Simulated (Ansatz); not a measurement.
# SiH2S (SMILES [SiH]S) at revPBE/STO-3G

Aim: the vertical ionisation energy of SiH2S at revPBE/STO-3G, from 2 runs. 

Program for the calculation: Ansatz 0.2.0.

46 further runs of the same task are left out: 46 set aside as unsound or not needed.

## (1) The system as given

SiH2S has 4 atoms, charge 0, and is taken as a singlet. SMILES: `[SiH]S`. The shape is that of a PBE0-D4/def2-TZVP optimisation.

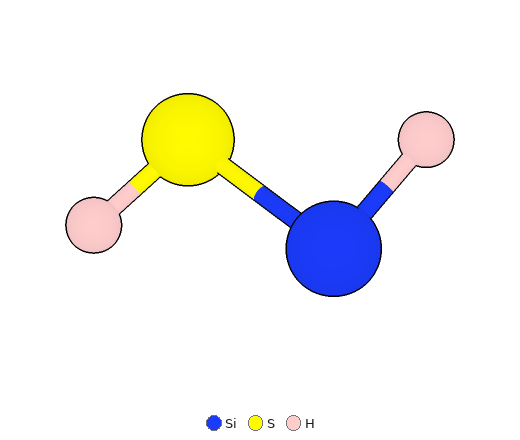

Viewed from a chosen angle; silicon blue, sulfur yellow, hydrogen pink.

## (2) A single-point energy at revPBE/STO-3G

File input.yaml:

```yaml
crystal:
  periodic: [false, false, false]
  atoms:
    - {symbol: Si, position_ang: [-0.262800, -1.074400, 0.161100]}
    - {symbol: S, position_ang: [0.190500, 0.958800, -0.206600]}
    - {symbol: H, position_ang: [1.017500, -1.190800, 0.981400]}
    - {symbol: H, position_ang: [-0.889700, 1.246000, -0.956200]}
basis:
  gaussian:
    orbitals: STO-3G
hamiltonian:
  xc: {name: revPBE}
accuracy: high
```

Run with:

```bash
$ ansatz run input.yaml --threads 1 --pin off --max-ram 2610MiB --events-out events.jsonl --progress --plain --runs-dir runs
```

The log of the run:

```text
Warning: RAYON_NUM_THREADS=1 ignored (pool sized by the plan → 1); use --threads N
Functional definition: revPBE
  name "revPBE"
  parameter kappa = 1.245
  parameter beta = 0.06672455060314922
  exchange = pbe_x(kappa = kappa, mu = beta*pi^2/3)
  correlation = pbe_c(beta = beta)
345 factors; integrals over basis functions are off by at most 1.3e-8 eV
mean field evaluation 1: about -18528.4939 eV, gradient 1.2e1 eV
mean field evaluation 2: about -18526.7099 eV, gradient 2.4e1 eV
mean field evaluation 4: about -18529.0908 eV, gradient 1.2e0 eV
mean field evaluation 8: about -18529.0712 eV, gradient 1.7e-2 eV
mean field evaluation 16: about -18529.0712 eV, gradient 6.8e-9 eV
mean field -18529.07124872 eV, -680.9308089348 hartree, gradient 7.4e-9 eV, S^2 0.000000; 0 other end points of the search recorded, 0 dependent functions left out
reference -18529.07125084 eV, -680.9308090128 hartree; 16, 16 occupied and 4, 4 virtual orbitals, 345 factors
Total energy: -18529.07125084 eV, -680.9308090128 hartree
```

Wall time 0.85 s (1 thread of AMD EPYC 7R43 (Zen 3), shared host); peak memory 0.11 GiB.

## (3) The doublet cation, same level

File molecule.yaml:

```yaml
crystal:
  periodic: [false, false, false]
  atoms:
    - symbol: Si
      position_ang: [-0.262800, -1.074400, 0.161100]
    - symbol: S
      position_ang: [0.190500, 0.958800, -0.206600]
    - symbol: H
      position_ang: [1.017500, -1.190800, 0.981400]
    - symbol: H
      position_ang: [-0.889700, 1.246000, -0.956200]
basis:
  gaussian:
    orbitals: STO-3G
total_charge: 1
magnetization:
  spin_polarized: true
  initial_magnetization: 1
hamiltonian:
  xc: {name: revPBE}
accuracy: high
```

Run with:

```bash
$ ansatz run molecule.yaml --threads 1 --pin off --max-ram 2610MiB --events-out events.jsonl --progress --plain --runs-dir runs
```

The log of the run, shortened:

```text
Warning: RAYON_NUM_THREADS=1 ignored (pool sized by the plan → 1); use --threads N
[... 6 set-up lines as earlier in the session ...]
344 factors; integrals over basis functions are off by at most 1.3e-8 eV
mean field evaluation 1: about -18519.2229 eV, gradient 1.8e1 eV
mean field evaluation 2: about -18467.1073 eV, gradient 6.7e1 eV
mean field evaluation 4: about -18522.7739 eV, gradient 2.8e0 eV
mean field evaluation 8: about -18522.8334 eV, gradient 1.5e-1 eV
mean field evaluation 16: about -18522.8336 eV, gradient 3.3e-6 eV
mean field -18522.83361699 eV, -680.7015801969 hartree, gradient 8.6e-8 eV, S^2 0.756401; 3 other end points of the search recorded, 0 dependent functions left out
reference -18522.83361919 eV, -680.7015802776 hartree; 16, 15 occupied and 4, 5 virtual orbitals, 344 factors
Total energy: -18522.83361919 eV, -680.7015802776 hartree
```

It took 1.6 s on 1 thread of AMD EPYC 7R43 (Zen 3), shared host; peak memory 0.14 GiB.

## (4) Summary of results

Level: revPBE/STO-3G.

| quantity | value |
| --- | --- |
| singlet SiH2S: total energy | -680.93081 Eh |
| doublet cation: total energy | -680.70158 Eh |
| doublet cation: ⟨S²⟩ | 0.756 |
| vertical ionisation energy (to the doublet cation) | 6.238 eV |

Removing an electron at fixed nuclei costs 6.24 eV (602 kJ/mol). In a minimal basis such a difference can be off by several eV, whatever the method.
